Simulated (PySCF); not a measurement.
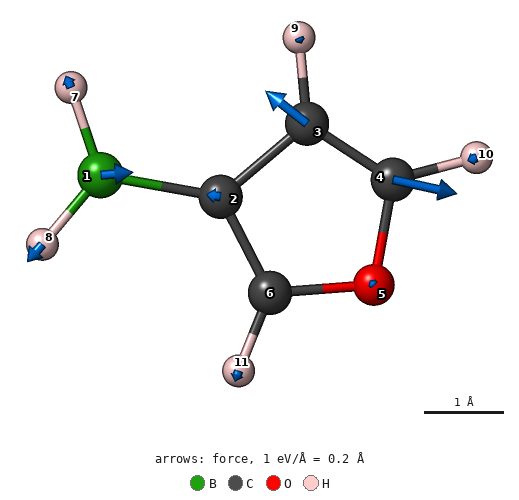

Starting geometry of C$_{4}$H$_{5}$BO with the computed forces as blue arrows. Style: ball-and-stick. Shown face on.

The start comes from GFN2-xTB. Its atoms were then displaced at random by about 0.01 Å.

Computed with PBE0-D3(BJ)/def2-SVP geometry optimisation, gas phase (PySCF 2.14.0, density-fitted response routines). 

**What follows when this structure is relaxed?**

It isn't relaxed: the largest force vector, on C4, is 4.25 eV/Å. The final displacements follow the starting forces only in part (cosine between the two patterns 0.46). The largest move after the best rigid fit is that of H8, 0.072 Å. Largest moves by element: H 0.072 Å, C 0.043 Å, B 0.027 Å, O 0.024 Å. Among the contacts that change: B1–H8 1.153 → 1.210 Å, C3–C4 1.303 → 1.356 Å, B1–H7 1.176 → 1.209 Å, B1–C2 1.556 → 1.525 Å. Among the angles between lasting bonds that change: C4–O5–C6 104.7° → 107.4°, C3–C4–O5 112.7° → 110.1°, C2–B1–H7 118.7° → 121.1°. Over 8 geometry steps the energy falls by 4.54 kcal/mol.
